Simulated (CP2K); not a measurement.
Consider 4-cyanopyridine at its PBE geometry (Å).

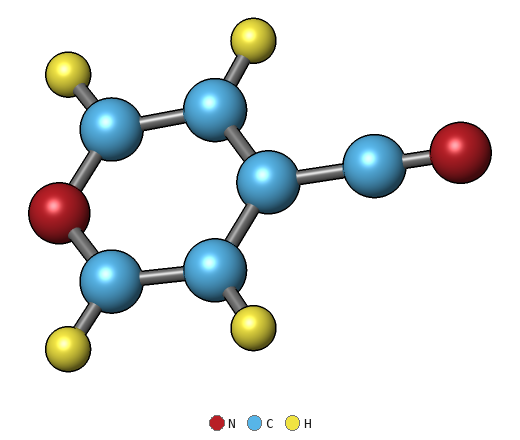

The molecule (nitrogen red, carbon blue, hydrogen yellow).

```xyz
12

N     3.4383    0.3432    0.0603
C     2.2769    0.2284    0.0333
C     0.8506    0.0851    0.0067
C     0.0142    1.2136    0.0274
C    -1.3676    1.0142    0.0098
N    -1.9556   -0.1959   -0.0253
C    -1.1394   -1.2653   -0.0445
C     0.2550   -1.1865   -0.0311
H     0.4339    2.2175    0.0573
H    -2.0427    1.8728    0.0264
H    -1.6302   -2.2406   -0.0723
H     0.8665   -2.0867   -0.0481
```

Method: CP2K XAS_TDP, all-electron GAPW, PBEh(45%), aug-cc-pVDZ, TDA, no relativity.

**Question.** Predict the bright core excitations at the C K edge.

Leading lines: C2 281.86 eV, C3 281.72 eV, C4 281.15 eV and C5 281.64 eV. The leading line of an atom is its first one with 35 % of the strongest within 2.5 eV of its lowest line over the strength cut. 

The first six lines of each atom with a strength over 0.0015:

| atom | energy (eV) | states | strength, one atom |
| --- | --- | --- | --- |
| C2 (bonded to C and N) | 281.86 | 1 | 0.0314 |
|  | 282.49 | 1 | 0.0568 |
|  | 285.36 | 1 | 0.0313 |
|  | 287.22 | 1 | 0.0024 |
|  | 287.37 | 1 | 0.0029 |
|  | 288.20 | 1 | 0.0020 |
| C3 (bonded to 3 C) | 281.72 | 1 | 0.0452 |
|  | 286.25 | 1 | 0.0084 |
|  | 286.89 | 1 | 0.0118 |
|  | 287.36 | 1 | 0.0097 |
|  | 288.15 | 1 | 0.0019 |
|  | 288.50 | 1 | 0.0081 |
| C4 (bonded to 2 C and H), 2 alike | 281.15 | 1 | 0.0486 |
|  | 282.88 | 1 | 0.0040 |
|  | 285.00 | 1 | 0.0136 |
|  | 285.90 | 1 | 0.0046 |
|  | 286.15 | 1 | 0.0035 |
|  | 286.46 | 1 | 0.0041 |
| C5 (bonded to C, N and H), 2 alike | 281.64 | 1 | 0.0539 |
|  | 283.30 | 1 | 0.0033 |
|  | 285.59 | 1 | 0.0124 |
|  | 286.63 | 1 | 0.0032 |
|  | 287.21 | 1 | 0.0035 |
|  | 287.38 | 1 | 0.0083 |

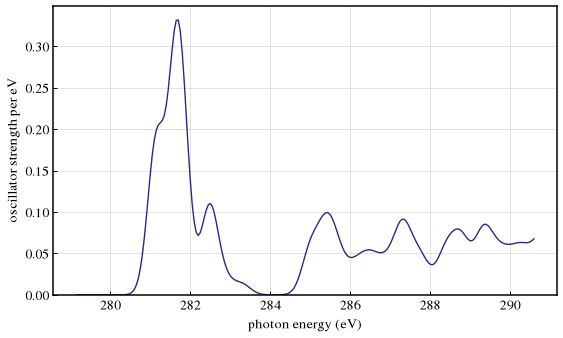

All atoms added, broadened by 0.5 eV.

Lines are vertical, at one geometry, with no vibrational structure. Without a correction of the core level, line positions, and the gaps between valence and Rydberg lines, follow the share of exact exchange. At this level such K lines come out 3 to 6 eV under measured ones. These values hold no scalar relativity, about 0.1 eV for C 1s. Rydberg lines, and the discretised continuum above threshold, depend on the basis and the box.

[Banner, clock and machine lines of the logs are left out without a mark of their own.]

[Logs are printed without paths, hosts, clocks, repeated set-up lines and the standing remarks that a program may print on its own settings, such as how far it seeks lower states.]

[Hosts, paths, dates, database ids (printed as entryN), source tags and the programs' standing remarks are cut or masked in the printed files.]
